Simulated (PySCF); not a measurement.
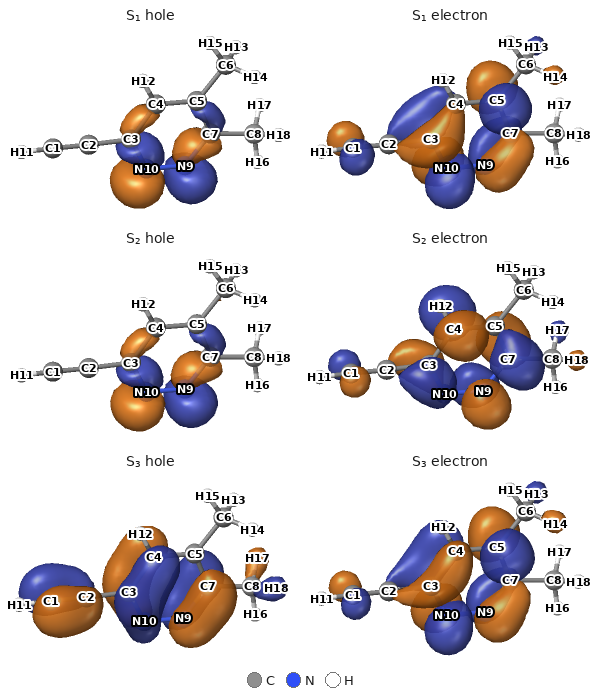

*C8H8N2, SMILES `C#Cc1cc(C)c(C)nn1`. Leading natural transition orbitals (TDA singlet states).*

Level of theory: ωB97X/6-31G* (PySCF), at a geometry from GFN2-xTB. No frequency check shows the geometry to be a minimum. Without diffuse functions Rydberg states are missing, so the states' numbers hold for this basis only.

Q: Give the energy and character of each state.

A: By state:
- S₁: 3.97 eV (312 nm), f = 0.005, n → π*; the leading pair carries 100 %; hole on N10 (38 %), N9 (36 %) and C3 (8 %), electron on N10 (29 %), C5 (17 %) and C3 (15 %); their centroids lie 1.0 Å apart.
- S₂: 4.21 eV (294 nm), f = 0.002, n → π*; the leading pair carries 99 %; hole on N9 (38 %), N10 (36 %) and C3 and C7 (8 % each), electron on N9 (22 %), C7 (21 %) and C4 (20 %); their centroids lie 1.1 Å apart.
- S₃: 5.62 eV (221 nm), f = 0.051, π → π*; the leading pair carries 69 %; hole on C4 and C7 (13 % each), C3 (13 %) and N9 (13 %), electron on N10 (19 %), C5 (16 %) and N9 (14 %) (shares are of the whole state, not of the leading pair alone); their centroids lie 0.4 Å apart.

Cost of the run: 14 min on 1 thread of AMD EPYC (Zen 3), on a shared host, peak memory 0.94 GiB.
